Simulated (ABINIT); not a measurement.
KZnF3 (Pm-3m): refractive index against wavelength

The refractive index of KZnF3 (Pm-3m) below the direct gap (5.71 eV on the mesh) is read from one computed spectrum, n = √(Re ε).

The structure is cubic, space group Pm-3m (No. 221). Conventional cell: a = 4.050 Å, b = 4.050 Å, c = 4.050 Å, α = 90.00°, β = 90.00°, γ = 90.00°. Zn on site b is surrounded by 6 F at 2.02 Å. K on site a is surrounded by 12 F at 2.86 Å. F on site c has 2 Zn at 2.02 Å as nearest neighbours.

Method: ABINIT 10.8.3, PBE, independent particles, k-mesh 8×8×8, Lorentzian half width 0.05 eV.

Launch of the response step: `optic optic.abi`. The run took 2.5 min, its band step included, on 4 threads of Arm Neoverse V1, with other jobs on the host.

| wavelength (nm) | photon energy E (eV) | n |
| --- | --- | --- |
| 700 | 1.771 | 1.5374 |
| 633 | 1.959 | 1.5399 |
| 532 | 2.331 | 1.5459 |
| 450 | 2.755 | 1.5546 |
| 405 | 3.061 | 1.5622 |
| 365 | 3.397 | 1.5721 |
| 308 | 4.025 | ? |

In the single-oscillator model n² − 1 = E₀E_d/(E₀² − E²), so 1/(n² − 1) = E₀/E_d − E²/(E₀E_d) is linear in E².

Working, on the rows shown:

| x = E² (eV²) | y = 1/(n² − 1) |
| --- | --- |
| 3.13716 | 0.733354 |
| 3.83641 | 0.729239 |
| 5.43137 | 0.719524 |
| 7.59115 | 0.705825 |
| 9.37179 | 0.694218 |
| 11.5384 | 0.679579 |

Means: x̄ = 6.8177, ȳ = 0.71029. Σ(x − x̄)(y − ȳ) = -0.3437, Σ(x − x̄)² = 53.76. Slope = -0.3437 / 53.76 = -0.006392; intercept = ȳ − slope · x̄ = 0.75387. Turned back into n, the line misses the rows shown by at most 0.00037.

Task: Predict the last column of the withheld row from the fit.

Result: At x = 16.204 the line gives y = 0.65029, that is 1.5930. The run gave 1.5963, so the extrapolation is off by 0.0033, 6 % of the range in the table.

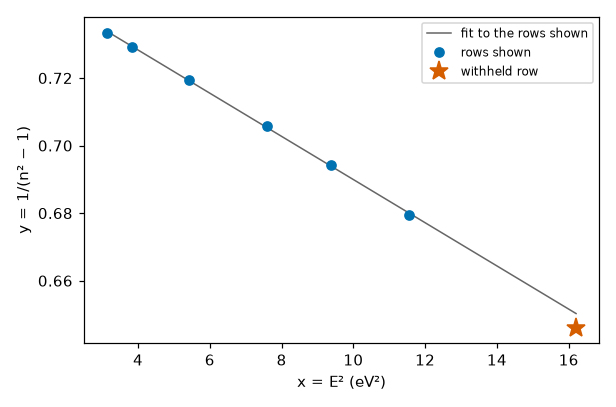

Refitted with all rows, the slope is -0.006664 and the intercept 0.75546. These give E₀ = √(intercept/−slope) = 10.65 eV and E_d = E₀/intercept = 14.1 eV; E₀ is 1.9 times the direct gap. The electronic limit at long wavelengths, without lattice vibrations, is n = √(1 + 1/intercept) = 1.524. Excitons are left out and so are local fields; PBE gaps are as a rule too small. The values come from a sum over the points of one k-mesh and carry its error, which grows as the direct gap shrinks.
